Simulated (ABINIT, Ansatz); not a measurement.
**Ba2C (Fm-3m): zone-centre phonons**

Aim: the zone-centre modes of Ba2C (Fm-3m).

Method: DFT PBEsol, scalar-relativistic, plane waves, PseudoDojo norm-conserving pseudopotentials, in ABINIT 10.8.3.

The structure was built from a prototype and need not be the compound's stable phase.

### Step 1. Set-up

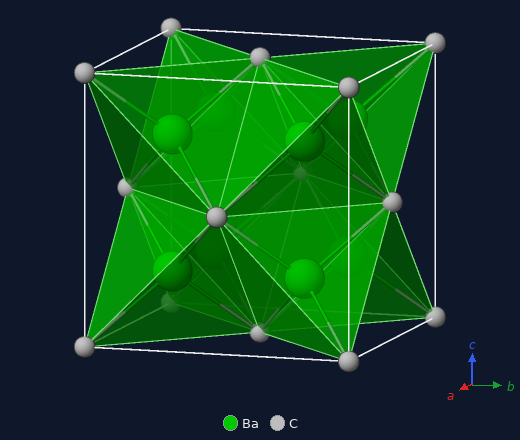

The cell as given, slightly off an axis (barium green, carbon light grey). This picture shows the conventional cell, with its axes. Some periodic images of atoms are drawn too.

### Step 2. Relaxing the cell and atoms

The harmonic expansion needs vanishing forces, and a free crystal bears no stress, so cell and atoms are brought to rest. Stress is more sensitive to the basis than forces are: the last 3 Ha under the cutoff are smoothed with ecutsm, and the cutoff is raised above that of the later runs.

The starting cell comes from a relaxation made beforehand in Ansatz (PBEsol, PseudoDojo NC).

Input file relax.abi:

```
# relaxation
ionmov 2
optcell 2
dilatmx 1.08
ntime 40
tolmxf 1.0d-05
tolvrs 1.0d-14
prtwf 0
prtden 0
chksymtnons 0

# basis, mesh and filling
ecut 46.0
ecutsm 3.0
ngkpt 8 8 8
nshiftk 1
shiftk 0.0 0.0 0.0
istwfk *1
occopt 7
tsmear 0.01
nband 19
nstep 100
diemac 1000000.0
prtebands 0
prtgsr 0
useylm 1

# cell and atoms
acell 9.190029943 9.190029943 9.190029943
rprim 
    -0.7071067812 0.0 0.7071067812
    0.0 0.7071067812 0.7071067812
    -0.7071067812 0.7071067812 0.0
ntypat 2
znucl 56 6
natom 3
typat 1 1 2
xred 
    0.75 0.75 0.75
    0.25 0.25 0.25
    0.0 0.0 0.0
pp_dirpath "./pseudo"
pseudos "Ba.upf, C.upf"
```

On the command line:

```
OMP_NUM_THREADS=1 mpirun -n 4 abinit relax.abi > relax.log
```

Numbers of over 12 decimals in the logs are rounded to 6 here.

relax.abo, the main output file:

```text
[banners, grids, parts of the stress and lines that vanish by symmetry left out]
- input  file    -> relax.abi
- output file    -> relax.abo
- root for input  files -> relaxi
[...]
Symmetries : space group Fm -3 m (#225); Bravais cF (face-center cubic)
[...]
mpw =       10369          nfft =      262144          nkpt =          29
[...]
== DATASET  1 ==================================================================
[...]
cutoff_energies: {ecut:  46.0, pawecutdg:  -1.0, }
[...]
ETOT  1  -61.683472750914    -6.168E+01 4.893E-02 6.337E+03
 ETOT  2  -61.235504243348     4.480E-01 2.603E-02 1.281E+04
 ETOT  3  -62.110793622967    -8.753E-01 5.098E-03 1.377E+02
 ETOT  4  -62.118762593176    -7.969E-03 6.998E-03 3.239E+01
 ETOT  5  -62.063486835983     5.528E-02 1.044E-03 7.597E+02
[...]
At SCF step   16       vres2   =  3.19E-16 < tolvrs=  1.00E-14 =>converged.
[...]
sigma(1 1)= -3.39704181E-05  sigma(3 2)=  0.00000000E+00
  sigma(2 2)= -3.39704181E-05  sigma(3 1)=  0.00000000E+00
  sigma(3 3)= -3.39704181E-05  sigma(2 1)=  0.00000000E+00
[...]
convergence: {deltae: -2.089E-12, res2:  3.187E-16, residm:  1.280E-05, diffor: null, }
etotal    :  -6.21202210E+01
[...]
ETOT  1  -62.120131953091    -6.212E+01 9.637E-06 2.097E+00
[...]
At SCF step   10       vres2   =  5.44E-15 < tolvrs=  1.00E-14 =>converged.
[...]
sigma(1 1)= -2.95509207E-05  sigma(3 2)=  0.00000000E+00
  sigma(2 2)= -2.95509207E-05  sigma(3 1)=  0.00000000E+00
  sigma(3 3)= -2.95509207E-05  sigma(2 1)=  0.00000000E+00
[...]
convergence: {deltae: -2.622E-12, res2:  5.444E-15, residm:  2.530E-06, diffor: null, }
etotal    :  -6.21202743E+01
[...]
ETOT  1  -62.113288200988    -6.211E+01 1.424E-05 1.050E+02
[...]
At SCF step   11       vres2   =  1.46E-15 < tolvrs=  1.00E-14 =>converged.
[...]
sigma(1 1)= -9.46501949E-07  sigma(3 2)=  0.00000000E+00
  sigma(2 2)= -9.46501949E-07  sigma(3 1)=  0.00000000E+00
  sigma(3 3)= -9.46501949E-07  sigma(2 1)=  0.00000000E+00
[...]
convergence: {deltae: -1.251E-12, res2:  1.463E-15, residm:  7.217E-07, diffor: null, }
etotal    :  -6.21204479E+01
[...]
ETOT  1  -62.120440498213    -6.212E+01 8.036E-07 1.110E-01
[...]
ETOT  9  -62.120448134721     1.826E-12 3.136E-07 1.119E-14
 ETOT 10  -62.120448134719     1.066E-12 1.511E-06 4.307E-16
 At SCF step   10       vres2   =  4.31E-16 < tolvrs=  1.00E-14 =>converged.
[...]
sigma(1 1)= -2.82521279E-08  sigma(3 2)=  0.00000000E+00
  sigma(2 2)= -2.82521279E-08  sigma(3 1)=  0.00000000E+00
  sigma(3 3)= -2.82521279E-08  sigma(2 1)=  0.00000000E+00
[...]
convergence: {deltae:  1.066E-12, res2:  4.307E-16, residm:  1.511E-06, diffor: null, }
etotal    :  -6.21204481E+01
[...]
At Broyd/MD step   4, gradients are converged :
[...]
sigma(1 1)= -2.82521279E-08  sigma(3 2)=  0.00000000E+00
  sigma(2 2)= -2.82521279E-08  sigma(3 1)=  0.00000000E+00
  sigma(3 3)= -2.82521279E-08  sigma(2 1)=  0.00000000E+00
[...]
- sigma(1 1)= -8.31206299E-04  sigma(3 2)=  0.00000000E+00
- sigma(2 2)= -8.31206299E-04  sigma(3 1)=  0.00000000E+00
- sigma(3 3)= -8.31206299E-04  sigma(2 1)=  0.00000000E+00
[...]
fcart     -1.6053744514E-31 -2.6756240857E-31  5.3512481714E-32
           strten     -2.8252127858E-08 -2.8252127859E-08 -2.8252127857E-08
================================================================================

[key lines of the parts left out:]
pressure_GPa:   8.3121E-04
Total energy (etotal) [Ha]= -6.21204481347195E+01
```

It took 3.8 min on 4 MPI ranks of Arm Neoverse V1, shared host.

The steps of the relaxation:

```
step  energy less that of the first step (eV)  largest force (eV/Å)  volume (Å³)
   1                                   0.0000                0.0000        81.33
   2                                  -0.0015                0.0000        81.58
   3                                  -0.0062                0.0000        83.29
   4                                  -0.0062                0.0000        83.35
```

```
conventional cell, symmetrised  before  after  change
                         a (Å)   6.878  6.934  +0.8 %
                         b (Å)   6.878  6.934  +0.8 %
                         c (Å)   6.878  6.934  +0.8 %
              volume (Å³/atom)   27.11  27.78  +2.5 %
```

Final coordinates:

```
Ba C
1.0
    -3.46708    0.00000    3.46708
     0.00000    3.46708    3.46708
    -3.46708    3.46708    0.00000
Ba C
2 1
Direct
  0.75000 0.75000 0.75000
  0.25000 0.25000 0.25000
  0.00000 0.00000 0.00000
```

Numbers from this step:

| Property | Result |
| --- | --- |
| volume per atom | 27.78 Å³ |
| pressure | 8.31e-4 GPa |
| gap on the k-mesh | 0 eV |

The volume changes by +2.5 % from the cell with which this run began.

### Step 3. Self-consistent run for the response

First-order wavefunctions inherit every error of the ground state, hence the very tight tolvrs. Occupations are smeared.

Input file gs.abi:

```
# ground state
tolvrs 1.0d-16
prtden 1
prtwf 1

# basis, mesh and filling
ecut 37.0
ngkpt 8 8 8
nshiftk 1
shiftk 0.0 0.0 0.0
istwfk *1
occopt 7
tsmear 0.01
nband 19
nstep 100
diemac 1000000.0
prtebands 0
prtgsr 0
useylm 1

# cell and atoms
acell 9.265691171 9.265691171 9.265691171
rprim 
    -0.7071067812 0.0 0.7071067812
    0.0 0.7071067812 0.7071067812
    -0.7071067812 0.7071067812 0.0
ntypat 2
znucl 56 6
natom 3
typat 1 1 2
xred 
    0.75 0.75 0.75
    0.25 0.25 0.25
    0.0 0.0 0.0
pp_dirpath "./pseudo"
pseudos "Ba.upf, C.upf"
```

On the command line:

```
OMP_NUM_THREADS=1 mpirun -n 4 abinit gs.abi > gs.log
```

gs.abo, the main output file:

```text
[banners, grids, parts of the stress and lines that vanish by symmetry left out]
- input  file    -> gs.abi
- output file    -> gs.abo
- root for input  files -> gsi
[...]
Symmetries : space group Fm -3 m (#225); Bravais cF (face-center cubic)
[...]
mpw =        6068          nfft =      157464          nkpt =          29
[...]
== DATASET  1 ==================================================================
[...]
cutoff_energies: {ecut:  37.0, pawecutdg:  -1.0, }
[...]
ETOT  1  -61.686206376526    -6.169E+01 3.898E-02 3.749E+03
 ETOT  2  -61.227005810366     4.592E-01 2.793E-02 7.665E+03
 ETOT  3  -62.110527669852    -8.835E-01 5.097E-03 8.383E+01
 ETOT  4  -62.118812541483    -8.285E-03 1.075E-02 1.973E+01
 ETOT  5  -62.056625715472     6.219E-02 9.251E-04 5.042E+02
[...]
ETOT 16  -62.120314905036     8.598E-13 7.785E-06 5.858E-16
 ETOT 17  -62.120314905039    -2.949E-12 1.789E-05 8.064E-19
 At SCF step   17       vres2   =  8.06E-19 < tolvrs=  1.00E-16 =>converged.
[...]
sigma(1 1)=  2.37775128E-06  sigma(3 2)=  0.00000000E+00
  sigma(2 2)=  2.37775128E-06  sigma(3 1)=  0.00000000E+00
  sigma(3 3)=  2.37775128E-06  sigma(2 1)=  0.00000000E+00
[...]
convergence: {deltae: -2.949E-12, res2:  8.064E-19, residm:  1.789E-05, diffor: null, }
etotal    :  -6.21203149E+01
[...]
sigma(1 1)=  2.37775128E-06  sigma(3 2)=  0.00000000E+00
  sigma(2 2)=  2.37775128E-06  sigma(3 1)=  0.00000000E+00
  sigma(3 3)=  2.37775128E-06  sigma(2 1)=  0.00000000E+00
[...]
- sigma(1 1)=  6.99558578E-02  sigma(3 2)=  0.00000000E+00
- sigma(2 2)=  6.99558578E-02  sigma(3 1)=  0.00000000E+00
- sigma(3 3)=  6.99558578E-02  sigma(2 1)=  0.00000000E+00
[...]
fcart     -4.2809985368E-31  1.8950802028E-48 -2.1404992684E-31
           strten      2.3777512761E-06  2.3777512761E-06  2.3777512761E-06
================================================================================

[key lines of the parts left out:]
pressure_GPa:  -6.9956E-02
```

It took 65 s on 4 MPI ranks.

This step gave:

```yaml
pressure: -0.06996 GPa
```

The cell stands at -0.070 GPa, close enough for phonons.

### Step 4. Linear response at Γ

At q = 0 one unit cell holds all displacements. The response is solved for single atoms along the cell's directions, and symmetry skips those that follow from others. The crystal is treated as a metal, which screens a static field, so no field response is asked.

Input file dfpt_gamma.abi:

```

# common to the responses
getwfk_filepath "gso_WFK"
kptopt 2
nqpt 1
qpt 0.0 0.0 0.0
asr 0
chneut 0

# displacements
rfphon 1
rfatpol 1 3
rfdir 1 1 1
tolvrs 1.0d-10
prtwf 0

# basis, mesh and filling
ecut 37.0
ngkpt 8 8 8
nshiftk 1
shiftk 0.0 0.0 0.0
istwfk *1
occopt 7
tsmear 0.01
nband 19
nstep 100
diemac 1000000.0
prtebands 0
prtgsr 0
useylm 1

# cell and atoms
acell 9.265691171 9.265691171 9.265691171
rprim 
    -0.7071067812 0.0 0.7071067812
    0.0 0.7071067812 0.7071067812
    -0.7071067812 0.7071067812 0.0
ntypat 2
znucl 56 6
natom 3
typat 1 1 2
xred 
    0.75 0.75 0.75
    0.25 0.25 0.25
    0.0 0.0 0.0
pp_dirpath "./pseudo"
pseudos "Ba.upf, C.upf"
```

On the command line:

```
OMP_NUM_THREADS=1 mpirun -n 4 abinit dfpt_gamma.abi > dfpt_gamma.log
```

dfpt_gamma.abo, the main output file:

```text
[banners, grids, parts of the stress and lines that vanish by symmetry left out]
- input  file    -> dfpt_gamma.abi
- output file    -> dfpt_gamma.abo
- root for input  files -> dfpt_gammai
- root for output files -> dfpt_gammao

 Symmetries : space group Fm -3 m (#225); Bravais cF (face-center cubic)
================================================================================
 Values of the parameters that define the memory need of the present run (RF).
     intxc =       0      iscf =       7    lmnmax =      18     lnmax =       6
     mgfft =      54  mpssoang =       3    mqgrid =    3001     natom =       3
  nloc_mem =       1    nspden =       1   nspinor =       1    nsppol =       1
      nsym =      48    n1xccc =    2501    ntypat =       2    occopt =       7
   xclevel =       2
-    mband =          19        mffmem =           1         mkmem =          65
-   mkqmem =          65        mk1mem =          65           mpw =        6068
      nfft =      157464          nkpt =         260
- my_mband =          19
================================================================================
================================================================================

--------------------------------------------------------------------------------
------------- Echo of variables that govern the present computation ------------
--------------------------------------------------------------------------------
-
- outvars: echo of selected default values
-   iomode0 =  0 , fftalg0 =312 , wfoptalg0 =  0
-
- outvars: echo of global parameters not present in the input file
-  max_nthreads =    1
-
 -outvars: echo values of preprocessed input variables
 [... echo left out ...]
================================================================================

 chkinp: Checking input parameters for consistency.

[...]
== DATASET  1 ==================================================================
-   mpi_nproc: 4, omp_nthreads: 1 (-1 if OMP is not activated)

--- !DatasetInfo
iteration_state: {dtset: 1, }
dimensions: {natom: 3, nkpt: 260, mband: 19, nsppol: 1, nspinor: 1, nspden: 1, mpw: 6068, }
cutoff_energies: {ecut:  37.0, pawecutdg:  -1.0, }
electrons: {nelect:   2.40000000E+01, charge:   0.00000000E+00, occopt:   7.00000000E+00, tsmear:   1.00000000E-02, }
meta: {optdriver: 1, rfphon: 1, }
...

 mkfilename: getwfk from: gso_WFK

 Real(R)+Recip(G) space primitive vectors, cartesian coordinates (Bohr,Bohr^-1):
 R(1)= -6.5518331  0.0000000  6.5518331  G(1)= -0.0763145 -0.0763145  0.0763145
 R(2)=  0.0000000  6.5518331  6.5518331  G(2)=  0.0763145  0.0763145  0.0763145
 R(3)= -6.5518331  6.5518331  0.0000000  G(3)= -0.0763145  0.0763145 -0.0763145
 Unit cell volume ucvol=  5.6249474E+02 bohr^3
 Angles (23,13,12)=  6.00000000E+01  6.00000000E+01  6.00000000E+01 degrees
 setup1 : take into account q-point for computing boxcut.

 getcut: wavevector=  0.0000  0.0000  0.0000  ngfft=  54  54  54
         ecut(hartree)=     37.000   => boxcut(ratio)=   2.12911

--- Pseudopotential description ------------------------------------------------
- pspini: atom type   1  psp file is ./pseudo/Ba.upf

- pspini: atom type   2  psp file is ./pseudo/C.upf

   1.37033892E+03                                ecore*ucvol(ha*bohr**3)
--------------------------------------------------------------------------------

 ==>  initialize data related to q vector <==

 The list of irreducible perturbations for this q vector is:
    1)    idir= 1    ipert=   1
    2)    idir= 1    ipert=   3

[...]
The perturbation idir=   2  ipert=   1 is
 symmetric of a previously calculated perturbation.
 So, its SCF calculation is not needed.

 The perturbation idir=   3  ipert=   1 is
 symmetric of a previously calculated perturbation.
 So, its SCF calculation is not needed.

 The perturbation idir=   1  ipert=   2 is
 symmetric of a previously calculated perturbation.
 So, its SCF calculation is not needed.

 The perturbation idir=   2  ipert=   2 is
 symmetric of a previously calculated perturbation.
 So, its SCF calculation is not needed.

 The perturbation idir=   3  ipert=   2 is
 symmetric of a previously calculated perturbation.
 So, its SCF calculation is not needed.

 The perturbation idir=   2  ipert=   3 is
 symmetric of a previously calculated perturbation.
 So, its SCF calculation is not needed.

 The perturbation idir=   3  ipert=   3 is
 symmetric of a previously calculated perturbation.
 So, its SCF calculation is not needed.

--------------------------------------------------------------------------------
 Perturbation wavevector (in red.coord.)   0.000000  0.000000  0.000000
 Perturbation : displacement of atom   1   along direction   1
 Found     2 symmetries that leave the perturbation invariant.

[...]
dfpt_looppert : total number of electrons, from k and k+q
  fully or partially occupied states are    2.400000E+01 and    2.400000E+01.
 Initialisation of the first-order wave-functions :
  ireadwf=   0

--- !BeginCycle
iteration_state: {dtset: 1, }
solver: {iscf: 7, nstep: 100, nline: 4, wfoptalg: 0, }
tolerances: {tolvrs: 1.00E-10, }
...

     iter   2DEtotal(Ha)        deltaE(Ha) residm    vres2
-ETOT  1   2.436952     -1.113E+03 1.455E+00 2.918E+03
 ETOT  2   1.620862     -8.161E-01 1.895E-01 4.727E+01
 ETOT  3   1.611728     -9.134E-03 2.287E-02 1.138E+01
 ETOT  4   1.610449     -1.279E-03 3.917E-02 1.233E-01
 ETOT  5   1.610437     -1.221E-05 7.563E-03 1.031E-02
[...]
At SCF step   11       vres2   =  4.05E-11 < tolvrs=  1.00E-10 =>converged.
[...]
Mean square residual over all n,k,spin=   28.479E-08; max=  32.865E-05

 Thirteen components of 2nd-order total energy (hartree) are
 1,2,3: 0th-order hamiltonian combined with 1st-order wavefunctions
     kin0=   8.38094411E+02 eigvalue=   8.05927249E+01  local=  -5.98022534E+02
 4,5,6: 1st-order hamiltonian combined with 1st and 0th-order wfs
 loc psp =  -9.57848545E+02  Hartree=   3.10932619E+02     xc=  -8.93219082E+01
 note that "loc psp" includes a xc core correction that could be resolved
 7,8,9: eventually, occupation + non-local contributions
    edocc=   1.04773309E+02     enl0=   4.66595564E+02   enl1=  -1.26943983E+03
 1-9 gives the relaxation energy (to be shifted if some occ is /=2.0)
   erelax=  -1.11364419E+03
 10,11,12 Non-relaxation  contributions : frozen-wavefunctions and Ewald
 fr.local=   4.06701182E+02 fr.nonlo=   6.34122008E+02  Ewald=   8.95063448E+01
 13,14 Frozen wf xc core corrections (1) and (2)
 frxc 1  =  -1.14482889E+02  frxc 2 =   9.94079741E+01
 Resulting in :
 2DEtotal=    0.1610434688E+01 Ha. Also 2DEtotal=    0.438221603224E+02 eV
    (2DErelax=   -1.1136441852E+03 Ha. 2DEnonrelax=    1.1152546199E+03 Ha)
    (  non-var. 2DEtotal :    1.6104342462E+00 Ha)

[...]
Perturbation wavevector (in red.coord.)   0.000000  0.000000  0.000000
 Perturbation : displacement of atom   3   along direction   1
 Found     4 symmetries that leave the perturbation invariant.

--------------------------------------------------------------------------------

--------------------------------------------------------------------------------

 dfpt_looppert : total number of electrons, from k and k+q
  fully or partially occupied states are    2.400000E+01 and    2.400000E+01.
 Initialisation of the first-order wave-functions :
  ireadwf=   0

--- !BeginCycle
iteration_state: {dtset: 1, }
solver: {iscf: 7, nstep: 100, nline: 4, wfoptalg: 0, }
tolerances: {tolvrs: 1.00E-10, }
...

     iter   2DEtotal(Ha)        deltaE(Ha) residm    vres2
-ETOT  1   5.505112     -1.201E+03 1.266E+00 2.256E+04
[...]
ETOT 10   1.915633     -2.751E-11 5.201E-03 5.396E-09
 ETOT 11   1.915633     -1.319E-11 3.130E-03 4.206E-11

 At SCF step   11       vres2   =  4.21E-11 < tolvrs=  1.00E-10 =>converged.
[...]
Mean square residual over all n,k,spin=   24.055E-07; max=  31.298E-04

 Thirteen components of 2nd-order total energy (hartree) are
 1,2,3: 0th-order hamiltonian combined with 1st-order wavefunctions
     kin0=   1.27833887E+03 eigvalue=  -6.07421373E+01  local=  -4.76118123E+02
 4,5,6: 1st-order hamiltonian combined with 1st and 0th-order wfs
 loc psp =  -5.77553022E+02  Hartree=   1.48579341E+02     xc=  -4.09440114E+01
 note that "loc psp" includes a xc core correction that could be resolved
 7,8,9: eventually, occupation + non-local contributions
    edocc=   1.07457843E+01     enl0=   3.44841922E+02   enl1=  -1.83185028E+03
 1-9 gives the relaxation energy (to be shifted if some occ is /=2.0)
   erelax=  -1.20470165E+03
 10,11,12 Non-relaxation  contributions : frozen-wavefunctions and Ewald
 fr.local=   2.32181812E+02 fr.nonlo=   9.27522758E+02  Ewald=   5.11464827E+01
 13,14 Frozen wf xc core corrections (1) and (2)
 frxc 1  =  -3.98504713E+01  frxc 2 =   3.56167011E+01
 Resulting in :
 2DEtotal=    0.1915632975E+01 Ha. Also 2DEtotal=    0.521270287985E+02 eV
    (2DErelax=   -1.2047016491E+03 Ha. 2DEnonrelax=    1.2066172820E+03 Ha)
    (  non-var. 2DEtotal :    1.9156332917E+00 Ha)

[...]
---- first-order wavefunction calculations are completed ----

 ==> Compute Derivative Database <==

 [... matrices left out ...]
  Phonon wavevector (reduced coordinates) :  0.00000  0.00000  0.00000
 Phonon energies in Hartree :
  -1.912556E-05 -1.912556E-05 -1.912556E-05  3.244134E-04  3.244134E-04
   3.244134E-04  1.031546E-03  1.031546E-03  1.031546E-03
 Phonon frequencies in cm-1    :
- -4.197576E+00 -4.197576E+00 -4.197576E+00  7.120052E+01  7.120052E+01
-  7.120052E+01  2.263981E+02  2.263981E+02  2.263981E+02

== END DATASET(S) ==============================================================
================================================================================

 -outvars: echo values of variables after computation
            acell      9.2656911710E+00  9.2656911710E+00  9.2656911710E+00 Bohr
           etotal      1.9156329754E+00
            fcart      0.0000000000E+00  0.0000000000E+00  0.0000000000E+00
           strten      0.0000000000E+00  0.0000000000E+00  0.0000000000E+00
================================================================================
```

Run time: 5.6 min. Hardware: 4 MPI ranks.

Numbers from this step:

- largest acoustic frequency at the zone centre before the sum rule: -4.2 cm⁻¹
- highest optical zone-centre mode (no LO-TO term): 226.4 cm⁻¹
- lowest optical zone-centre mode: 71.2 cm⁻¹

The acoustic modes at Γ come out as far as 4.2 cm⁻¹ from zero, where they should vanish, a small numerical error.

(Continued in part 2 of 3.)

[Host names and launcher messages were left out of these logs when they were recorded.]

[Logs are printed without paths, hosts, clocks, repeated set-up lines and the standing remarks that a program may print on its own settings, such as how far it seeks lower states.]

[Hosts, paths, dates, database ids (printed as entryN), source tags and the programs' standing remarks are cut or masked in the printed files.]
